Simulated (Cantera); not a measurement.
Feed: 1 mol B2H6, 7.9 mol H2O, 140 mol N2, at 0.100 bar.

Method: chemical equilibrium by Gibbs-energy minimisation in Cantera with the NASA 1993 tables (ideal gas, pure condensed phases). Candidate condensed phases: B, BN, B2O3, B3O3H3, H2O; 39 gas species. The feed counts by its element totals alone. Gases not in the tables: H3BO3. Rates play no part.

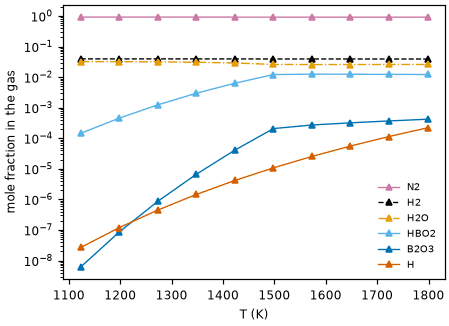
*Equilibrium gas composition (values under 1e-9 drawn at 1e-9)*

**Question.** Read off the mole fractions at 1123 K.

**Answer.** N2 about 0.93, H2 about 0.040, H2O about 0.032, HBO2 about 0.00015, H about 2.7e-8.
